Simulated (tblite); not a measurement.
# Geometry relaxation, with input and output: C₃H₈O₂Si₂

C₃H₈O₂Si₂, computed with GFN2-xTB geometry optimisation, gas phase (tblite 0.8.0).

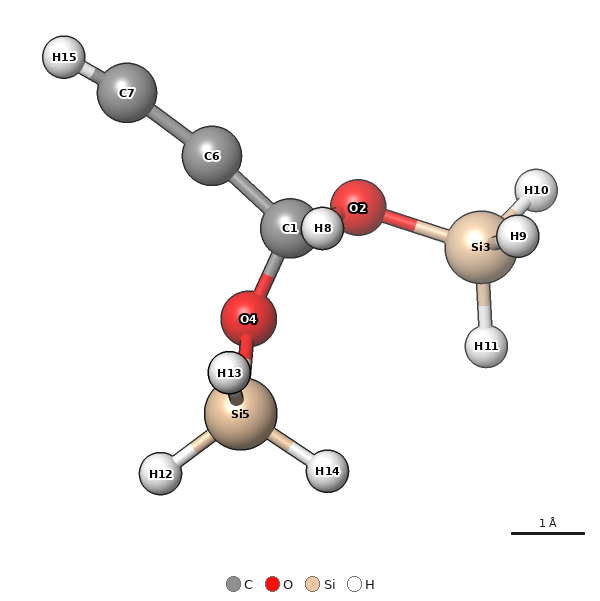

The input geometry (ball-and-stick view, seen at a tilt; atoms are numbered from 1 in the order of the input). Bond lengths as drawn: C–C 1.46 to 1.47 Å, C–H 1.02 Å, C–O 1.39 Å, H–Si 1.41 to 1.43 Å and O–Si 1.77 to 1.78 Å.

The input
```
{"job": {"kind": "relax", "xc": "GFN2-xTB", "basis": "xTB"}, "charge": 0, "multiplicity": 1}
C      0.837141     1.184492    -0.448067
O      1.342418     0.414264     0.598763
Si     1.138600     0.817221     2.321257
O     -0.486628     0.824788    -0.691037
Si    -1.833853     1.975682    -0.787308
C      1.603830     0.894961    -1.668660
C      2.217265     0.778771    -2.992221
H      0.887379     2.181374    -0.219079
H      1.336349     2.215241     2.492567
H      2.090402     0.104325     3.074954
H     -0.169383     0.486926     2.738732
H     -2.846744     1.425607    -1.608962
H     -1.362371     3.203244    -1.324870
H     -2.373582     2.225382     0.516722
H      2.518944     0.791530    -3.966316
```

The first line tells a small driver script what to run in tblite; the rest is the geometry in Å.

Command:
```bash
OMP_NUM_THREADS=1 python <driver script> task.json out
```

Output
```
step      E/eV     max force
  0    -598.83376   15.081
  1    -601.24324    4.979
  2    -601.58331    2.576
  3    -601.73660    1.451
  4    -601.83741    1.252
  5    -601.94891    1.316
  6    -602.00012    0.746
  7    -602.06337    0.537
  8    -602.08899    0.490
  9    -602.10646    0.380
 10    -602.12640    0.440
 11    -602.14491    0.427
 12    -602.15572    0.317
 13    -602.16107    0.215
 14    -602.16488    0.192
 15    -602.16978    0.243
 16    -602.17523    0.274
 17    -602.17933    0.185
 18    -602.18199    0.134
 19    -602.18406    0.148
 20    -602.18607    0.138
 21    -602.18781    0.146
 22    -602.18933    0.134
 23    -602.19108    0.123
 24    -602.19346    0.178
 25    -602.19628    0.174
 26    -602.19904    0.153
 27    -602.20161    0.149
 28    -602.20428    0.148
 29    -602.20733    0.151
 30    -602.21055    0.123
 31    -602.21374    0.145
 32    -602.21702    0.136
 33    -602.22029    0.148
 34    -602.22293    0.144
 35    -602.22472    0.105
 36    -602.22596    0.183
 37    -602.22683    0.276
 38    -602.22806    0.123
 39    -602.22959    0.110
 40    -602.23080    0.109
 41    -602.23255    0.102
 42    -602.23434    0.155
 43    -602.23588    0.161
 44    -602.23680    0.104
 45    -602.23744    0.062
 46    -602.23803    0.064
 47    -602.23861    0.076
 48    -602.23916    0.067
 49    -602.23968    0.081
 50    -602.24028    0.103
 51    -602.24105    0.117
 52    -602.24191    0.113
 53    -602.24263    0.068
 54    -602.24315    0.077
 55    -602.24365    0.129
 56    -602.24441    0.143
 57    -602.24557    0.115
 58    -602.24691    0.102
 59    -602.24787    0.078
 60    -602.24850    0.064
 61    -602.24904    0.060
 62    -602.24967    0.062
 63    -602.25043    0.090
 64    -602.25125    0.078
 65    -602.25206    0.091
 66    -602.25288    0.089
 67    -602.25375    0.191
 68    -602.25463    0.162
 69    -602.25560    0.123
 70    -602.25660    0.080
 71    -602.25704    0.078
 72    -602.25746    0.061
 73    -602.25763    0.037
 74    -602.25780    0.033
 75    -602.25795    0.033
 76    -602.25812    0.041
 77    -602.25832    0.044
 78    -602.25857    0.044
 79    -602.25882    0.037
 80    -602.25903    0.042
 81    -602.25925    0.040
 82    -602.25950    0.048
 83    -602.25977    0.048
 84    -602.25997    0.032
 85    -602.26009    0.033
 86    -602.26020    0.027
 87    -602.26035    0.036
 88    -602.26052    0.033
 89    -602.26064    0.028
 90    -602.26072    0.027
 91    -602.26082    0.025
 92    -602.26098    0.042
 93    -602.26126    0.053
 94    -602.26166    0.061
 95    -602.26209    0.060
 96    -602.26250    0.043
 97    -602.26288    0.048
 98    -602.26321    0.039
 99    -602.26347    0.039
100    -602.26366    0.044
101    -602.26381    0.067
102    -602.26399    0.049
103    -602.26416    0.029
104    -602.26429    0.027
105    -602.26435    0.029
106    -602.26445    0.041
107    -602.26457    0.030
108    -602.26469    0.024
109    -602.26475    0.024
110    -602.26485    0.033
111    -602.26494    0.032
112    -602.26505    0.028
113    -602.26516    0.032
114    -602.26526    0.029
115    -602.26537    0.027
116    -602.26552    0.033
117    -602.26574    0.036
118    -602.26600    0.039
119    -602.26626    0.043
120    -602.26657    0.045
121    -602.26721    0.049
122    -602.26756    0.052
123    -602.26793    0.050
124    -602.26812    0.032
125    -602.26827    0.044
126    -602.26839    0.038
127    -602.26852    0.022
128    -602.26857    0.020
129    -602.26863    0.021
130    -602.26870    0.024
131    -602.26879    0.025
132    -602.26889    0.027
133    -602.26897    0.022
134    -602.26905    0.021
135    -602.26911    0.019
136    -602.26920    0.026
137    -602.26929    0.028
138    -602.26939    0.050
139    -602.26946    0.058
140    -602.26964    0.033
141    -602.26982    0.025
142    -602.26994    0.042
143    -602.27007    0.029
144    -602.27022    0.027
145    -602.27040    0.032
146    -602.27050    0.056
147    -602.27044    0.070
148    -602.27076    0.038
149    -602.27090    0.024
150    -602.27108    0.042
151    -602.27140    0.078
152    -602.27156    0.089
153    -602.27187    0.036
154    -602.27208    0.063
155    -602.27244    0.057
156    -602.27307    0.076
157    -602.27324    0.179
158    -602.27468    0.081
159    -602.27643    0.098
160    -602.27661    0.244
161    -602.27956    0.088
162    -602.28178    0.083
163    -602.28696    0.174
164    -602.29095    0.290
165    -602.29906    0.279
166    -602.30330    0.341
167    -602.30819    0.517
168    -602.31381    0.209
169    -602.31843    0.302
170    -602.31265    0.455
171    -602.32228    0.254
172    -602.32347    0.295
173    -602.32513    0.134
174    -602.32716    0.118
175    -602.32809    0.123
176    -602.32908    0.118
177    -602.33054    0.126
178    -602.33136    0.134
179    -602.33201    0.128
180    -602.33249    0.091
181    -602.33318    0.081
182    -602.33391    0.084
183    -602.33437    0.067
184    -602.33479    0.060
185    -602.33515    0.099
186    -602.33555    0.084
187    -602.33596    0.067
188    -602.33627    0.049
189    -602.33657    0.043
190    -602.33695    0.041
191    -602.33738    0.044
192    -602.33784    0.041
193    -602.33807    0.036
194    -602.33825    0.034
195    -602.33848    0.034
196    -602.33880    0.044
197    -602.33920    0.055
198    -602.33967    0.056
199    -602.34019    0.052
200    -602.34073    0.053
201    -602.34073    0.053
202    -602.34639    0.088
203    -602.34890    0.078
204    -602.35066    0.044
205    -602.35211    0.085
206    -602.35318    0.061
207    -602.35380    0.152
208    -602.34866    0.263
209    -602.35376    0.168
210    -602.35335    0.090
211    -602.35441    0.090
212    -602.35411    0.129
213    -602.35466    0.021
214    -602.35462    0.040
215    -602.35476    0.022
216    -602.35480    0.008
217    -602.35482    0.018
218    -602.35484    0.009
219    -602.35484    0.010
220    -602.35485    0.002
```

Trajectory as extended XYZ (Å, eV, eV/Å), 7 of the 26 frames kept, from step=0 to step=220
```
15
Properties=species:S:1:pos:R:3:forces:R:3 step=0 energy=-598.83376
C     0.8371    1.1845   -0.4481    0.0610  -3.2840  -0.6480
O     1.3424    0.4143    0.5988   -0.1450   0.7090   2.4900
Si    1.1386    0.8172    2.3213    0.1600  -0.4890  -3.1450
O    -0.4866    0.8248   -0.6910   -2.3070   1.6830  -0.2560
Si   -1.8339    1.9757   -0.7873    2.2110  -1.9020   0.5120
C     1.6038    0.8950   -1.6687    5.6030  -0.7430 -12.2780
C     2.2173    0.7788   -2.9922   -6.3210   1.2230  13.6380
H     0.8874    2.1814   -0.2191    0.3720   2.8020   0.5230
H     1.3363    2.2152    2.4926    0.1530   0.9800  -0.0480
H     2.0904    0.1043    3.0750    0.8760  -0.7090   0.2090
H    -0.1694    0.4869    2.7387   -1.1080  -0.2950   0.1910
H    -2.8467    1.4256   -1.6090   -0.3780  -0.6280  -0.5810
H    -1.3624    3.2032   -1.3249    0.4600   0.7710  -0.3710
H    -2.3736    2.2254    0.5167   -0.0690   0.0230   0.7020
H     2.5189    0.7915   -3.9663    0.4320  -0.1420  -0.9370
15
Properties=species:S:1:pos:R:3:forces:R:3 step=36 energy=-602.22596
C     0.8391    1.3639   -0.5083    0.0170  -0.0180   0.0080
O     1.3844    0.6499    0.5400   -0.0130   0.0190   0.0220
Si    1.0718    0.8070    2.1276    0.0030  -0.0040   0.0090
O    -0.4937    1.0263   -0.6955    0.0450  -0.0010  -0.0220
Si   -1.8114    1.9694   -0.6731    0.0130  -0.0260  -0.0020
C     1.5815    1.0433   -1.7266    0.0940  -0.0650  -0.1370
C     2.1538    0.6913   -2.7183   -0.0880   0.0450   0.1540
H     0.9311    2.4493   -0.2985    0.0160  -0.0620  -0.0700
H     1.3079    2.2059    2.5148   -0.0470  -0.0400   0.0350
H     2.0648   -0.1225    2.6391    0.0150   0.0130  -0.0180
H    -0.2992    0.4260    2.4699   -0.0050   0.0470  -0.0110
H    -2.7262    1.1480   -1.4403   -0.0400  -0.0350  -0.0540
H    -1.4932    3.2545   -1.2974   -0.0370   0.0570  -0.0150
H    -2.2794    2.2047    0.6905    0.0210   0.0420   0.1070
H     2.6685    0.4067   -3.5876    0.0050   0.0280  -0.0070
15
Properties=species:S:1:pos:R:3:forces:R:3 step=72 energy=-602.25746
C     0.8857    1.3977   -0.6061    0.0050  -0.0150  -0.0170
O     1.3754    0.7402    0.5038    0.0080  -0.0010   0.0190
Si    0.9335    0.8226    2.0638    0.0050  -0.0060   0.0000
O    -0.4435    1.0815   -0.8398   -0.0150   0.0090  -0.0050
Si   -1.7699    1.9646   -0.5353   -0.0230   0.0100   0.0130
C     1.6708    1.0038   -1.7742    0.0100  -0.0180  -0.0580
C     2.2673    0.6340   -2.7429    0.0130  -0.0100  -0.0020
H     0.9957    2.4906   -0.4650    0.0060   0.0090   0.0210
H     1.0674    2.2017    2.5512   -0.0180   0.0010  -0.0040
H     1.9332   -0.0857    2.6005   -0.0020   0.0090   0.0060
H    -0.4448    0.3839    2.2871    0.0190  -0.0150   0.0010
H    -2.7698    1.0856   -1.1140    0.0090  -0.0050   0.0030
H    -1.6696    3.2669   -1.2030    0.0050   0.0030  -0.0010
H    -1.9407    2.2065    0.8998   -0.0210   0.0200   0.0070
H     2.8091    0.3299   -3.5895   -0.0030   0.0100   0.0170
15
Properties=species:S:1:pos:R:3:forces:R:3 step=108 energy=-602.26469
C     0.8883    1.4149   -0.6320    0.0040  -0.0020   0.0030
O     1.3856    0.7713    0.4841    0.0130  -0.0010   0.0110
Si    0.9035    0.7878    2.0335   -0.0050  -0.0020   0.0120
O    -0.4491    1.1239   -0.8447   -0.0090  -0.0220   0.0020
Si   -1.7602    2.0155   -0.4965   -0.0090  -0.0040   0.0040
C     1.6647    0.9874   -1.7954   -0.0020   0.0060   0.0070
C     2.2932    0.5867   -2.7308    0.0110  -0.0020  -0.0110
H     1.0202    2.5072   -0.5041    0.0130   0.0130  -0.0080
H     0.8143    2.1687    2.5260   -0.0030   0.0010   0.0030
H     2.0193    0.0450    2.5981   -0.0170   0.0050  -0.0060
H    -0.3962    0.1428    2.2257    0.0140   0.0000  -0.0140
H    -2.7801    1.1131   -1.0015    0.0090   0.0110   0.0060
H    -1.6923    3.2965   -1.2091    0.0020  -0.0040   0.0070
H    -1.8680    2.3015    0.9379   -0.0060   0.0010  -0.0130
H     2.8565    0.2616   -3.5547   -0.0130  -0.0010  -0.0040
15
Properties=species:S:1:pos:R:3:forces:R:3 step=153 energy=-602.27187
C     0.9626    1.6128   -0.6132   -0.0140   0.0010  -0.0110
O     1.5501    1.2393    0.5789    0.0060   0.0050   0.0110
Si    0.9009    0.6876    1.9623    0.0050  -0.0120   0.0080
O    -0.3717    1.2478   -0.6877   -0.0160   0.0010   0.0090
Si   -1.7226    2.1189   -0.4593   -0.0080   0.0160  -0.0200
C     1.6653    0.9759   -1.7293   -0.0180  -0.0250  -0.0080
C     2.1702    0.3846   -2.6389   -0.0070   0.0170   0.0190
H     1.0650    2.7115   -0.7120    0.0000  -0.0080  -0.0110
H     0.1592    1.7518    2.6520    0.0060  -0.0140  -0.0130
H     2.1490    0.3549    2.6331   -0.0170  -0.0010  -0.0080
H     0.0095   -0.4555    1.7648    0.0290   0.0210  -0.0070
H    -2.6862    1.1418   -0.9357   -0.0120   0.0060   0.0260
H    -1.6823    3.3397   -1.2723    0.0220  -0.0030   0.0010
H    -1.9014    2.5149    0.9401    0.0050  -0.0140  -0.0100
H     2.6322   -0.1021   -3.4463    0.0190   0.0090   0.0150
15
Properties=species:S:1:pos:R:3:forces:R:3 step=189 energy=-602.33657
C     0.8202    1.7767   -0.6666   -0.0010  -0.0080   0.0200
O     1.3073    1.7005    0.6261    0.0100   0.0190   0.0000
Si    1.0273    0.4994    1.6955    0.0010   0.0220   0.0120
O    -0.5200    1.4314   -0.7317    0.0010   0.0010  -0.0220
Si   -1.7986    2.3765   -0.3854   -0.0030  -0.0020  -0.0110
C     1.5816    0.8912   -1.5456   -0.0060   0.0190  -0.0080
C     2.2206    0.1209   -2.2007   -0.0360  -0.0010  -0.0060
H     0.9633    2.8209   -1.0028    0.0130  -0.0380   0.0150
H    -0.3268    0.5963    2.2473    0.0200  -0.0130  -0.0110
H     2.0676    0.8474    2.6532   -0.0290   0.0130   0.0070
H     1.2134   -0.8191    1.0896   -0.0020   0.0000   0.0030
H    -2.8497    1.3876   -0.5560    0.0120   0.0120  -0.0110
H    -1.8463    3.4875   -1.3434   -0.0090  -0.0070   0.0120
H    -1.7310    2.9421    0.9625    0.0040  -0.0030   0.0190
H     2.7711   -0.5356   -2.8057    0.0250  -0.0140  -0.0200
15
Properties=species:S:1:pos:R:3:forces:R:3 step=220 energy=-602.35485
C     0.7702    1.7199   -0.8012    0.0000   0.0000   0.0000
O     1.2800    1.7501    0.4847    0.0000   0.0000   0.0000
Si    1.1812    0.5920    1.6285    0.0000   0.0000   0.0000
O    -0.6010    1.5276   -0.8137    0.0010   0.0000   0.0000
Si   -1.7382    2.5237   -0.2097    0.0000   0.0000   0.0000
C     1.3940    0.6720   -1.6056    0.0010  -0.0010  -0.0010
C     1.8899   -0.2238   -2.2243   -0.0010   0.0010   0.0010
H     1.0118    2.7008   -1.2526    0.0000   0.0000   0.0000
H    -0.2035    0.2585    1.9640    0.0010   0.0000   0.0000
H     1.8704    1.3172    2.6853    0.0000   0.0000   0.0000
H     1.8686   -0.6265    1.1971    0.0000   0.0000   0.0000
H    -2.9063    1.7519   -0.5999    0.0000   0.0000   0.0000
H    -1.6445    3.8350   -0.8606    0.0000   0.0000   0.0000
H    -1.6070    2.7145    1.2349    0.0000   0.0000   0.0000
H     2.3337   -0.9889   -2.7897    0.0000   0.0010   0.0000
```

Key numbers

| quantity | value |
| --- | --- |
| outcome | converged |
| total energy | −602.3548 eV |
| hardware | 1 CPU thread, shared host |
| wall time | 7.9 s |
| peak memory | 0.18 GiB |
